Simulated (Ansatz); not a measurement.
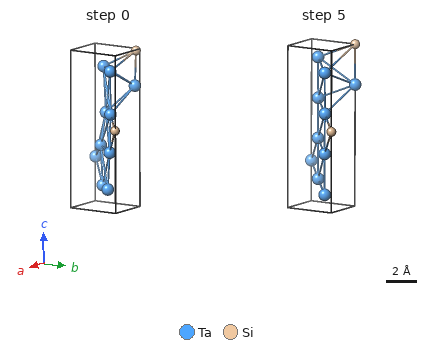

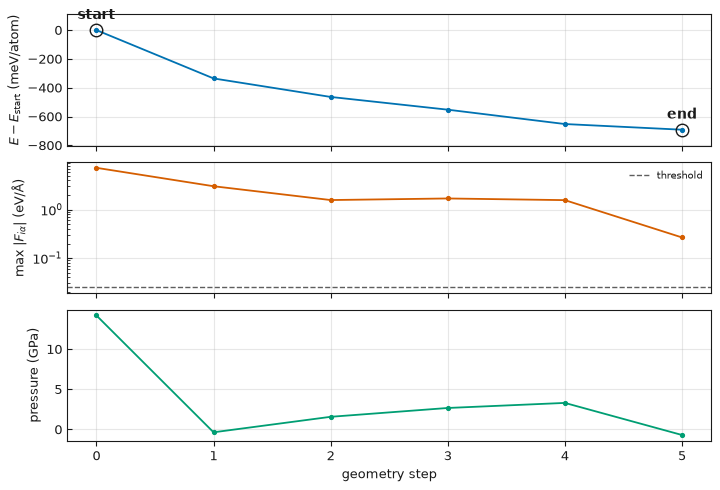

First and last geometry of a relaxation of crystalline Ta$_{5}$Si (a generated structure, set up in P1) (coarse preliminary run), with the history of the run. The picture is a ball-and-stick view of the cell of the calculation, reduced to other axes, seen slightly off an axis. Lengths and directions refer to the drawn axes.

Level of theory: DFT PBE, scalar-relativistic, plane waves, PAW (Ansatz 0.2.0).

Input file:
```yaml
crystal:
  lattice:
    - [4.8064051078, 0.0028672804, -0.0036929648]
    - [-2.4007194162, 4.0345923786, 0.0100521727]
    - [-0.0084420678, 0.0216599855, 10.8563632716]
  atoms:
    - { symbol: Ta, position: [0.2994061219, 0.634929773, 0.124751662] }
    - { symbol: Ta, position: [0.3092952207, 0.6387524579, 0.6403979788] }
    - { symbol: Ta, position: [0.2973660018, 0.6376021972, 0.3974571281] }
    - { symbol: Ta, position: [0.3555636477, 0.6879652784, 0.8754720998] }
    - { symbol: Ta, position: [0.6038075094, 0.3230960782, 0.4107293962] }
    - { symbol: Ta, position: [0.6589711905, 0.3422580701, 0.8738358192] }
    - { symbol: Ta, position: [0.6235881669, 0.2851067291, 0.1168891755] }
    - { symbol: Ta, position: [0.6849400517, 0.3365830755, 0.6185342513] }
    - { symbol: Ta, position: [1.0902726072, 0.0548208133, 0.2351237504] }
    - { symbol: Ta, position: [0.9813891282, -0.0346872928, 0.7162495518] }
    - { symbol: Si, position: [0.0278813686, 0.058032237, 0.478641312] }
    - { symbol: Si, position: [0.0675189853, 0.0355405831, 0.0119178747] }
basis:
  ecutwfc: 420
kpoints:
  mp_grid: { grid: [6, 6, 2] }
hamiltonian:
  xc: pbe
scf:
  occupations: { method: gaussian, width: 0.2 }
  lower_state_search: "off"
output:
  forces: true
  stress: true
  eigenvalues: true
relax:
  adjacent_minimum: "off"
  f_tol: 0.025
  max_steps: 60
  cell: { stress_tol: 0.25 }
```

Launched with:
```bash
ansatz run input.yaml --threads 1 --pin off --max-ram 2560MiB --backend cpu --events-out ev --progress --plain --runs-dir out
```

What do the curves and the structures tell?

The run was cut off at its time limit before the relaxation converged, so the last structure is only a point on the way. The energy falls by 691 meV per atom in 5 geometry steps. Largest force component: 7.3 eV/Å at the start, 0.27 eV/Å at the end. The pressure goes from 14.19 to −0.69 GPa. Ta5 moves most relative to the cell: 0.84 Å along [1 −1 1]. By element the largest moves are Ta 0.84 Å, Si 0.33 Å. Cell: a 4.695 → 4.655 Å (−0.9 %), b 4.700 → 4.639 Å (−1.3 %), c 10.856 → 11.163 Å (+2.8 %), α 89.8° → 89.3°, β 89.8° → 89.6°, γ 61.5° → 60.4°. Volume −0.5 %. Some distances before and after: Ta5–Ta10 4.226 → 5.344 Å, Ta5–Ta10 (another image) 4.198 → 5.292 Å, Ta2–Ta5 3.550 → 4.500 Å, Ta1–Ta5 4.237 → 3.339 Å. Within 0.06 Å the space group is P1 at the start and C2/m at the end; at a tighter tolerance small leftover displacements or strains of the cell lower it. Cost: 9.8 min on 1 thread of Arm Neoverse V1, with other jobs on the host, peak memory 0.73 GiB.
